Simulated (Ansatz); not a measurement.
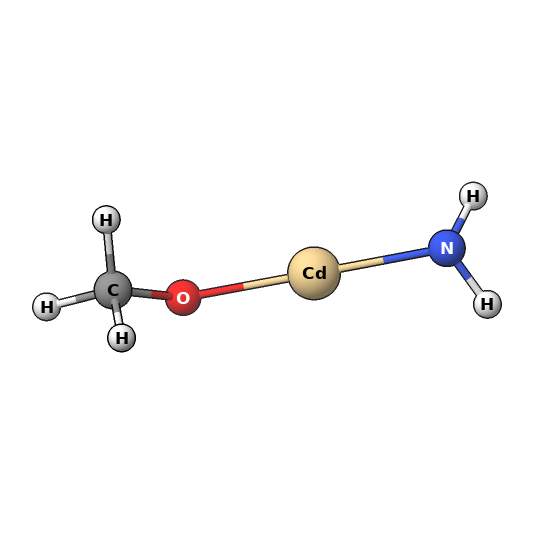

Ball-and-stick drawing of a structure.

The geometry was computed by an optimisation with PBE0-D4/def2-TZVP.

Question: What is the molecular formula?

Answer: CH₅CdNO, 9 atoms: 1 carbon, 5 hydrogen, 1 cadmium, 1 nitrogen and 1 oxygen.

Question: Give a SMILES string for it.

Answer: C[O][Cd][NH2]

Question: Which point group does it belong to?

Answer: Cs.

Question: How many bonds of each kind are drawn?

Answer: 3 C–H, 2 N–H, 1 C–O, 1 Cd–O, 1 Cd–N.

The parts below concern this one geometry. Atoms keep their numbers from picture to picture.

**Geometry**

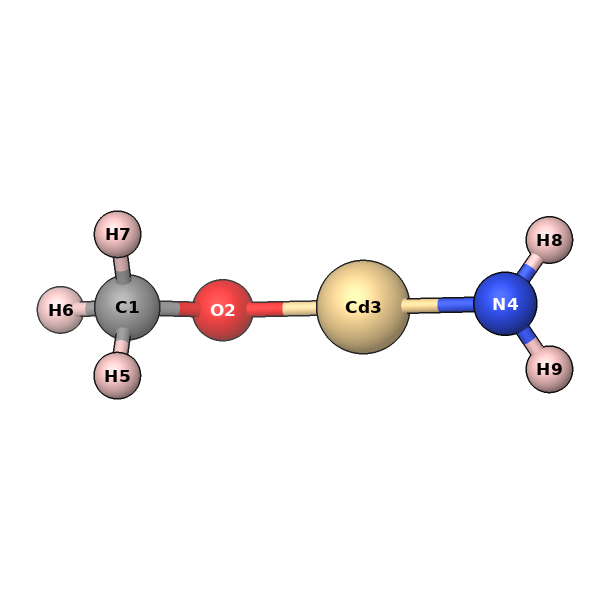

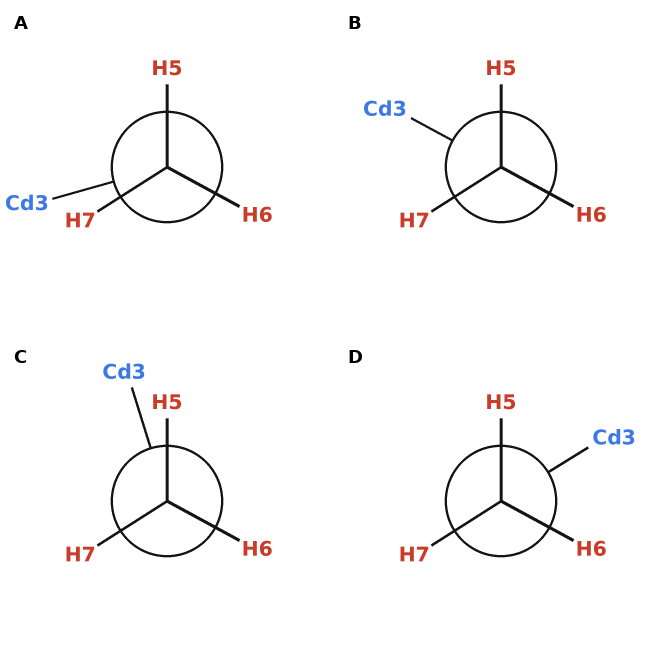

Distant atoms are faded towards the background colour. Bonds that would overlap in a projection are set slightly apart.

Question: Which Newman projection shows the view along C1–O2, with C1 in front?

Answer: B. The torsion angle H5–C1–O2–Cd3 is −61°, synclinal (gauche).

**Levels of theory compared**

Program: Ansatz 0.2.0.

At this fixed geometry, give dipole (D), HOMO–LUMO gap (eV), HOMO energy (eV) at these levels: B3LYP-D4/def2-TZVPP; PBE-D4/def2-TZVPP; r2SCAN-D4/def2-TZVPP; ωB97M-V/def2-TZVPP.

```tsv
level	dipole (D)	HOMO–LUMO gap (eV)	HOMO energy (eV)
B3LYP-D4/def2-TZVPP	1.20	5.51	−6.79
PBE-D4/def2-TZVPP	1.16	3.70	−5.51
r2SCAN-D4/def2-TZVPP	1.19	4.26	−5.78
ωB97M-V/def2-TZVPP	1.20	10.06	−9.40
```

**Charges**

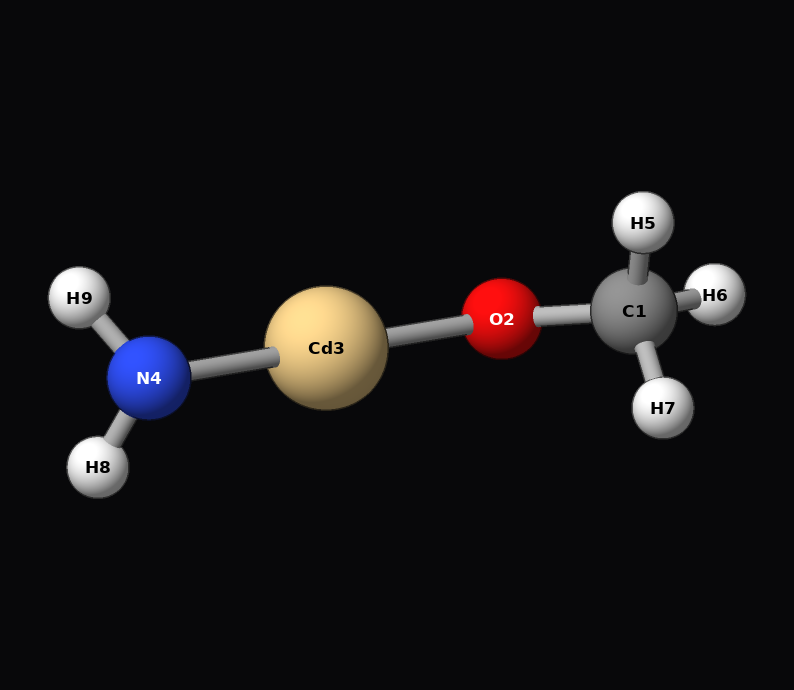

The questions are on Mulliken charges. Properties computed with RKS PBE0-D4/def2-TZVP, core potentials on Cd (Ansatz 0.2.0).

List the Mulliken charges.

```
atom  value (e)
  C1      −0.17
  O2      −0.60
 Cd3       0.82
  N4      −0.83
  H5       0.09
  H6       0.11
  H7       0.09
  H8       0.24
  H9       0.24
```

**Thermal motion**

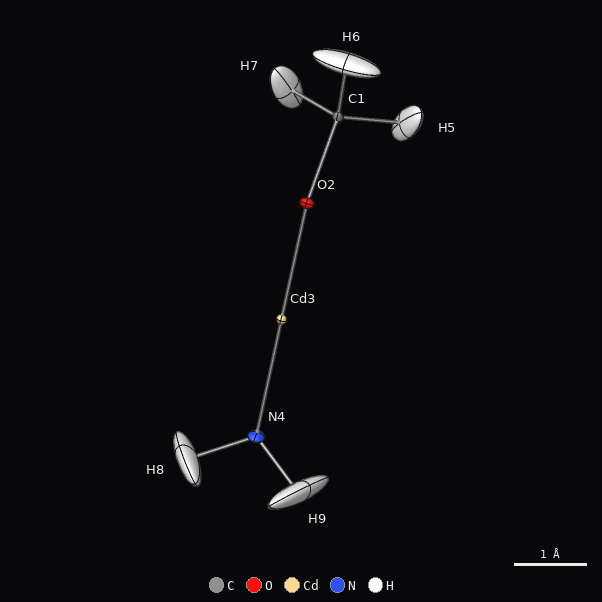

Displacement ellipsoids at the 50 % level, from the internal vibrations of the free molecule (harmonic, no overall translation or rotation; no half-axis is drawn under 0.075 Å). Vibrations computed with RKS PBE0-D4/def2-TZVP, core potentials on Cd (Ansatz 0.2.0). Temperature: 100 K.

Give the displacement parameters, one line for each set of equivalent atoms.

```json
{"atom": "C1", "U_eq (Å²)": "0.0031", "rms amplitudes (Å)": "0.037, 0.043, 0.079"}
{"atom": "O2", "U_eq (Å²)": "0.0028", "rms amplitudes (Å)": "0.037, 0.047, 0.068"}
{"atom": "Cd3", "U_eq (Å²)": "0.00031", "rms amplitudes (Å)": "0.010, 0.019, 0.021"}
{"atom": "N4", "U_eq (Å²)": "0.0054", "rms amplitudes (Å)": "0.044, 0.078, 0.091"}
{"atom": "H5, H7", "U_eq (Å²)": "0.0395", "rms amplitudes (Å)": "0.082, 0.137, 0.305"}
{"atom": "H6", "U_eq (Å²)": "0.0454", "rms amplitudes (Å)": "0.094, 0.153, 0.323"}
{"atom": "H8, H9", "U_eq (Å²)": "0.0703", "rms amplitudes (Å)": "0.092, 0.164, 0.419"}
```

Mulliken values depend strongly on the basis set and can even reverse the polarity of a bond.
